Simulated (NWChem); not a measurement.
# MgHCl (SMILES [MgH][Cl]) at wB97X/6-31+G(d) (spherical functions)

Aim: the vertical ionisation energy of MgHCl at wB97X/6-31+G* (spherical functions), from 2 runs. 

The calculation is run with NWChem 7.3.0.

## Step 1: The structure to begin with

The species is MgHCl (3 atoms), meant as a singlet with charge 0. As SMILES, `[MgH][Cl]`. The shape is that of a PBE0-D4/def2-TZVP optimisation.

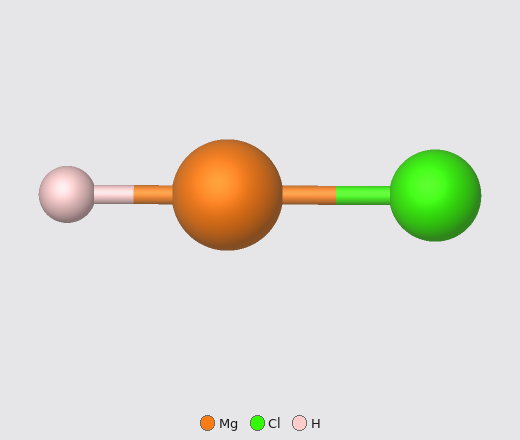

The structure, seen from a chosen angle (magnesium orange, chlorine green, hydrogen pink).

## Step 2: A single-point energy at wB97X/6-31+G(d) (spherical functions)

File clhmg.nw:

```
echo
start clhmg
title "ClHMg energy"
memory 2200 mb

geometry units angstrom noautosym nocenter noautoz
   Mg      -0.150000      -0.002000      -0.082600
   Cl       1.766500      -0.265500       0.937500
   H       -1.627500       0.202700      -0.868200
end

basis spherical bse
   * library 6-31+G*
end

dft
   xc wb97x
   grid fine
   convergence energy 1e-08
   iterations 100
   mulliken
   noprint "final vectors analysis"
end

task dft energy
```

Run with:

```
nwchem clhmg.nw > clhmg.out
```

The program printed:

```text
[...]
          Wavefunction type:  closed shell.
          No. of atoms     :     3
          No. of electrons :    30
[...]
          Charge           :     0
          Spin multiplicity:     1
[...]
          AO basis - number of functions:    46
[...]
              XC Information
              --------------
                       wb97x  Method XC Functional
                     Hartree-Fock (Exact) Exchange  1.000
                         wb97x Exchange Functional  1.000
                      wb97x Correlation Functional  1.000
[...]
 d= 0,ls=0.0,diis     1   -660.8625643307 -7.16D+02  1.38D-02  1.70D-01     0.8
[...]
 d= 0,ls=0.0,diis     8   -660.8934722971 -9.16D-10  1.14D-06  2.83D-10     5.5
         Total DFT energy =     -660.893472297059
      One electron energy =    -1026.503428541263
           Coulomb energy =      355.318940871281
    Exchange-Corr. energy =      -45.159190472959
 Nuclear repulsion energy =       55.450205845882
[...]
      Total Density - Mulliken Population Analysis
     ---------------------------------------------
    Atom       Charge   Shell Charges
 -----------   ------   -------------------------------------------------------
    1 Mg  12    11.55   2.00  2.00  5.96  0.62  0.63  0.04  0.13 -0.01  0.00  0.18
    2 Cl  17    17.40   2.00  2.00  5.97  1.36  3.67  0.55  1.67  0.05  0.13  0.01
    3 H    1     1.04   0.46  0.59
[...]
```

It took 6.3 s on 1 thread of Intel Xeon 6975P-C (Granite Rapids), shared host; peak memory 0.11 GiB.

## Step 3: The doublet cation, same level

File work.nw:

```
start work
title "ClHMg"
memory stack 880 mb heap 220 mb global 1100 mb
charge 1

geometry noautosym nocenter noautoz
  Mg   -0.150000   -0.002000   -0.082600
  Cl    1.766500   -0.265500    0.937500
  H    -1.627500    0.202700   -0.868200
end

basis spherical bse
  * library 6-31+G*
end

dft
  xc wb97x
  mult 2
  grid fine
  convergence energy 1e-08
  iterations 100
  mulliken
  print low
end

task dft
```

Run with:

```
nwchem work.nw > work.out
```

The program printed:

```text
[...]
 d= 0,ls=0.0,diis     1   -660.2155389706 -7.16D+02  2.20D-02  4.26D-01     0.9
[...]
 d= 0,ls=0.5,diis    19   -660.4688502595 -7.37D-09  1.85D-06  1.08D-09    14.3
[...]
         Total DFT energy =     -660.468850262681
      One electron energy =    -1017.182381211451
           Coulomb energy =      346.127364422207
    Exchange-Corr. energy =      -44.864039319319
 Nuclear repulsion energy =       55.450205845882
[...]
      Total Density - Mulliken Population Analysis
     ---------------------------------------------
    Atom       Charge   Shell Charges
 -----------   ------   -------------------------------------------------------
    1 Mg  12    11.50   2.00  2.00  5.96  0.74  0.52  0.07  0.05 -0.00  0.00  0.15
    2 Cl  17    16.56   2.00  2.00  5.97  1.46  3.50  0.50  1.14 -0.01 -0.01  0.01
    3 H    1     0.95   0.44  0.50
[...]
      <S2> =      0.7525 (Exact =     0.7500)
[...]
```

Wall time 16 s (1 thread of Intel Xeon 6975P-C (Granite Rapids), shared host); peak memory 0.11 GiB.

## Step 4: Outcome

At wB97X/6-31+G* (spherical functions):

| quantity | value |
| --- | --- |
| singlet MgHCl: total energy | -660.89347 Eh |
| singlet MgHCl: dipole moment | 1.76 D |
| doublet cation: total energy | -660.46885 Eh |
| doublet cation: ⟨S²⟩ | 0.752 |
| vertical ionisation energy (to the doublet cation) | 11.555 eV |

Removing an electron at fixed nuclei costs 11.55 eV (266 kcal/mol).
